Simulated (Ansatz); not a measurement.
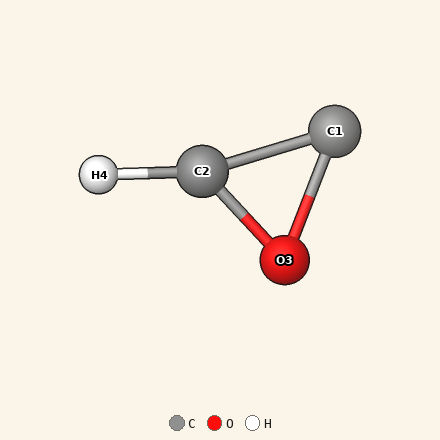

The system is C2HO, charge +1; the picture shows the reference structure. The first coordinate is: bond length C2–H4; the second: angle H4–C2–C1. Nothing is relaxed (all other coordinates rigid). The grid has 15 × 15 points. Energies are in eV, from the relaxed molecule at the same level. The reference is spin-restricted, which grows unreliable where a bond is stretched far. The calculation used RKS PBE-D4/def2-TZVP in Ansatz.

Its coordinates:

```yaml
atoms:
  - { symbol: C, position_ang: [1.0613, -0.3708, 0.5380] }
  - { symbol: C, position_ang: [-0.0667, 0.2861, -0.1364] }
  - { symbol: O, position_ang: [-0.2672, -0.9110, 0.2565] }
  - { symbol: H, position_ang: [-0.7274, 0.9957, -0.6581] }
```

Range: bond length C2–H4 from 0.903 to 1.652 Å; angle H4–C2–C1 from 130.1 to 179.0°.

Question: What landscape does the calculation give?

Answer: The lowest grid point is at bond length C2–H4 = 1.117 Å, angle H4–C2–C1 = 165.0°, 0.0040 eV from the relaxed molecule at the same level. No other kind of well shows on this grid. The highest grid point, bond length C2–H4 = 1.652 Å, angle H4–C2–C1 = 130.1°, lies 2.47 eV above the lowest.

```csv
"angle H4–C2–C1 ↓, bond length C2–H4 →",0.903,0.956,1.010,1.063,1.117,1.170,1.224,1.277,1.331,1.384,1.438,1.491,1.545,1.598,1.652
179.0,1.08,0.58,0.28,0.15,0.12,0.18,0.30,0.46,0.65,0.87,1.09,1.32,1.56,1.79,2.02
175.5,1.02,0.53,0.23,0.09,0.07,0.13,0.25,0.41,0.61,0.82,1.05,1.29,1.53,1.76,1.99
172.0,0.98,0.49,0.19,0.05,0.03,0.09,0.22,0.38,0.58,0.80,1.03,1.26,1.50,1.74,1.97
168.5,0.96,0.46,0.17,0.03,0.01,0.07,0.20,0.36,0.57,0.78,1.01,1.25,1.49,1.73,1.97
165.0,0.95,0.45,0.16,0.03,0.00,0.07,0.19,0.36,0.56,0.78,1.01,1.25,1.49,1.73,1.97
161.5,0.95,0.46,0.17,0.03,0.01,0.07,0.20,0.37,0.57,0.79,1.02,1.26,1.50,1.74,1.98
158.0,0.97,0.48,0.19,0.05,0.03,0.10,0.22,0.39,0.59,0.81,1.05,1.28,1.52,1.76,2.00
154.5,1.00,0.51,0.22,0.08,0.06,0.13,0.26,0.42,0.63,0.84,1.08,1.31,1.56,1.79,2.03
151.1,1.05,0.55,0.26,0.13,0.11,0.17,0.30,0.47,0.67,0.89,1.12,1.35,1.60,1.83,2.07
147.6,1.11,0.61,0.32,0.18,0.16,0.23,0.35,0.52,0.72,0.94,1.17,1.40,1.65,1.88,2.12
144.1,1.17,0.68,0.39,0.25,0.23,0.29,0.42,0.58,0.78,1.00,1.23,1.46,1.70,1.94,2.17
140.6,1.25,0.76,0.46,0.33,0.31,0.37,0.49,0.66,0.86,1.07,1.30,1.53,1.77,2.00,2.24
137.1,1.34,0.85,0.55,0.42,0.39,0.45,0.58,0.74,0.94,1.15,1.38,1.61,1.85,2.08,2.31
133.6,1.44,0.94,0.65,0.51,0.49,0.55,0.67,0.83,1.03,1.24,1.47,1.70,1.93,2.16,2.39
130.1,1.55,1.05,0.75,0.62,0.59,0.65,0.77,0.93,1.13,1.34,1.56,1.79,2.02,2.25,2.47
```

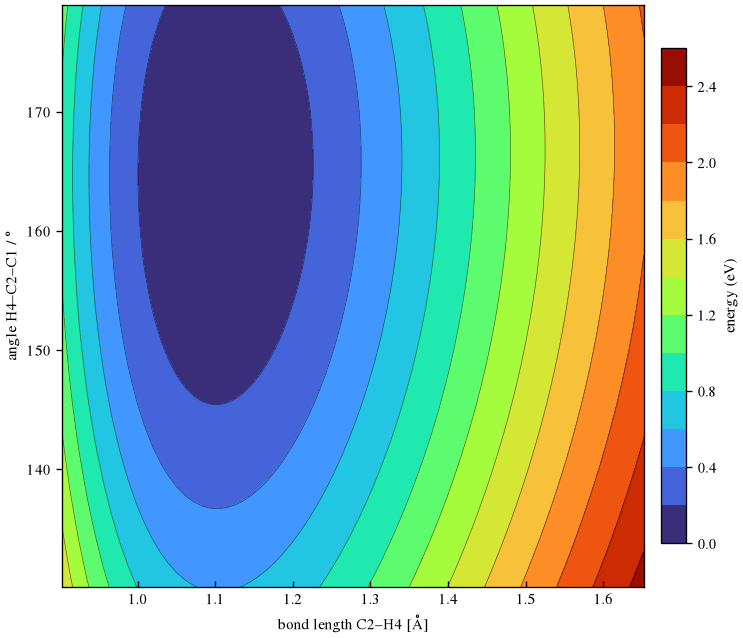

The picture shows filled contours. Between grid points the surface is interpolated.

Each point was launched as `ansatz run input.yaml --threads 1 --pin off --max-ram 2560MiB --backend cpu --events-out ev --progress --plain --runs-dir out`. Time for the 225 points that were run: 5.3 min on 1 thread of Arm Neoverse V2 (shared host).
